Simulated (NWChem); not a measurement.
# AlF2 (SMILES [F][Al][F]) at USVWN5/cc-pCVDZ

Aim: the energy difference between two shapes of AlF2 at USVWN5/cc-pCVDZ, from 2 runs. 

Program for the calculation: NWChem 7.3.0.

1 further run of the same task is left out (set aside as unsound or not needed).

## 1. The molecule

AlF2 has 3 atoms, charge 0, and is taken as a doublet. As SMILES, `[F][Al][F]`. The shape is that of a PBE0-D4/def2-TZVP optimisation.

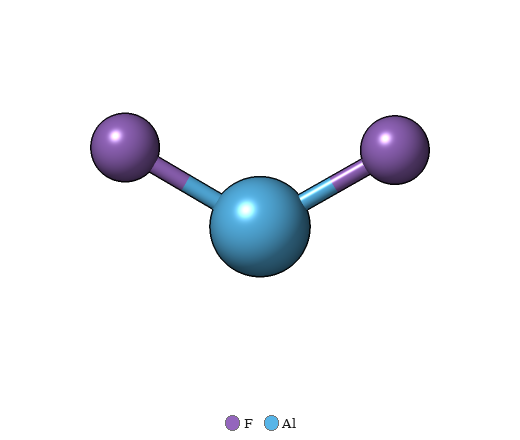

Viewed from a chosen angle; fluorine purple, aluminium blue.

## 2. Energy and forces at USVWN5/cc-pCVDZ

Input file alf2.nw:

```
start alf2
title "AlF2"
memory 2200 mb

geometry
  zmatrix
    F
    Al 1 1.646548
    F 2 1.646538 1 119.65199
  end
end

basis "ao basis" spherical bse
  F library cc-pCVDZ
  Al library cc-pCVDZ
end

dft
  xc slater vwn_5
  mult 2
  grid medium
  iterations 100
  mulliken
  print medium
end

task dft gradient
```

Command:

```
$ nwchem alf2.nw > alf2.out
```

The program printed:

```text
[...]
 Group name             C2v
[...]
          Wavefunction type:  spin polarized.
          No. of atoms     :     3
          No. of electrons :    31
[...]
          Charge           :     0
          Spin multiplicity:     2
[...]
          AO basis - number of functions:    63
[...]
              XC Information
              --------------
                        Slater Exchange Functional  1.000 local
                      VWN V Correlation Functional  1.000 local
[...]
 d= 0,ls=0.0,diis     1   -439.7604157377 -5.30D+02  1.68D-02  8.10D-01     1.1
[...]
 d= 0,ls=0.0,diis     8   -439.9057093494  1.09D-07  4.31D-06  4.52D-07     4.2
[...]
         Total DFT energy =     -439.905709349447
      One electron energy =     -795.844233031202
           Coulomb energy =      302.956205142344
    Exchange-Corr. energy =      -37.278445483178
 Nuclear repulsion energy =       90.260764022589
[...]
      Total Density - Mulliken Population Analysis
     ---------------------------------------------
    Atom       Charge   Shell Charges
 -----------   ------   -------------------------------------------------------
    1 F    9     9.31   1.99  0.02  0.87  1.03  0.00  3.31  2.08  0.00
    2 Al  13    12.38   1.99 -0.01  2.05  0.67  0.37  6.07 -0.04  0.67  0.23  0.00  0.37
    3 F    9     9.31   1.99  0.02  0.87  1.03  0.00  3.31  2.08  0.00
[...]
      <S2> =      0.7509 (Exact =     0.7500)
[...]
  wavefunction    = open shell
[...]
                         DFT ENERGY GRADIENTS
    atom               coordinates                        gradient
                 x          y          z           x          y          z
   1 F       2.689914   0.000000   0.655843   -0.020100   0.000000  -0.011403
   2 Al      0.000000   0.000000  -0.908091    0.000000   0.000000   0.022805
   3 F      -2.689914  -0.000000   0.655843    0.020100   0.000000  -0.011403
[...]
```

Wall time 7.5 s (1 thread of Intel Xeon Platinum 8488C (Sapphire Rapids), shared host); peak memory 0.11 GiB.

## 3. The distorted shape

Input file mymol.nw:

```
start mymol
memory stack 880 mb heap 220 mb global 1100 mb

geometry noautoz
  F     0.571621   -1.343421    0.124932
  Al    0.399474    0.279437    0.237217
  F    -0.939833    1.079566   -0.409225
end

basis spherical bse
  * library cc-pCVDZ
end

dft
  xc slater vwn_5
  mult 2
  grid medium
  iterations 100
  mulliken
end

task dft gradient
```

Command:

```
$ nwchem mymol.nw > mymol.out
```

The program printed:

```text
[...]
 Group name             Cs
[...]
          Wavefunction type:  spin polarized.
          No. of atoms     :     3
          No. of electrons :    31
[...]
          Charge           :     0
          Spin multiplicity:     2
[...]
          AO basis - number of functions:    63
[...]
              XC Information
              --------------
                        Slater Exchange Functional  1.000 local
                      VWN V Correlation Functional  1.000 local
[...]
 d= 0,ls=0.0,diis     1   -439.7587449200 -5.29D+02  1.71D-02  8.12D-01     1.1
[...]
 d= 0,ls=0.0,diis    10   -439.9059857687 -4.08D-09  8.26D-07  1.60D-08     6.8
[...]
         Total DFT energy =     -439.905985768682
      One electron energy =     -793.867752252233
           Coulomb energy =      301.964149749498
    Exchange-Corr. energy =      -37.267405021619
 Nuclear repulsion energy =       89.265021755672
[...]
      Total Density - Mulliken Population Analysis
     ---------------------------------------------
    Atom       Charge   Shell Charges
 -----------   ------   -------------------------------------------------------
    1 F    9     9.31   1.99  0.02  0.87  1.03  0.00  3.31  2.08  0.00
    2 Al  13    12.38   1.99 -0.01  2.05  0.68  0.38  6.07 -0.04  0.66  0.23  0.00  0.37
    3 F    9     9.31   1.99  0.02  0.87  1.03  0.00  3.30  2.09  0.00
[...]
      <S2> =      0.7510 (Exact =     0.7500)
[...]
  wavefunction    = open shell
[...]
                         DFT ENERGY GRADIENTS
    atom               coordinates                        gradient
                 x          y          z           x          y          z
   1 F      -0.655290   2.717526   0.000000    0.015599  -0.025442   0.000000
   2 Al      0.886337   0.038116   0.000000   -0.015828   0.026716   0.000000
   3 F      -0.624974  -2.772583   0.000000    0.000229  -0.001275   0.000000
[...]
```

Wall time 11 s (1 thread of Intel Xeon Platinum 8488C (Sapphire Rapids), shared host); peak memory 0.11 GiB.

## 4. Summary of results

At USVWN5/cc-pCVDZ:

| quantity | value |
| --- | --- |
| first shape: total energy | -439.90571 Eh |
| first shape: dipole moment | 1.71 D |
| first shape: HOMO energy (highest over α and β) | -5.89 eV |
| first shape: LUMO energy (lowest over α and β) | -4.54 eV |
| first shape: ⟨S²⟩ | 0.751 |
| first shape: largest force on an atom | 1.188 eV/Å |
| distorted shape: total energy | -439.90599 Eh |
| distorted shape: dipole moment | 1.64 D |
| distorted shape: HOMO energy (highest over α and β) | -5.88 eV |
| distorted shape: LUMO energy (lowest over α and β) | -4.55 eV |
| distorted shape: ⟨S²⟩ | 0.751 |
| distorted shape: largest force on an atom | 1.597 eV/Å |
| energy change with the atoms displaced | -0.008 eV |

In words: With the atoms displaced the energy falls by 0.01 eV (0.7 kJ/mol). The first shape isn't relaxed at this level, so the change isn't measured from a minimum. The largest force (first shape) is 1.19 eV/Å: the shape isn't a stationary point for this species at this level. Mulliken charges (first shape) run from -0.31 on F1 to +0.62 on Al2; they depend strongly on the basis. Mulliken charges (distorted shape) run from -0.31 on F1 to +0.62 on Al2; they depend strongly on the basis.
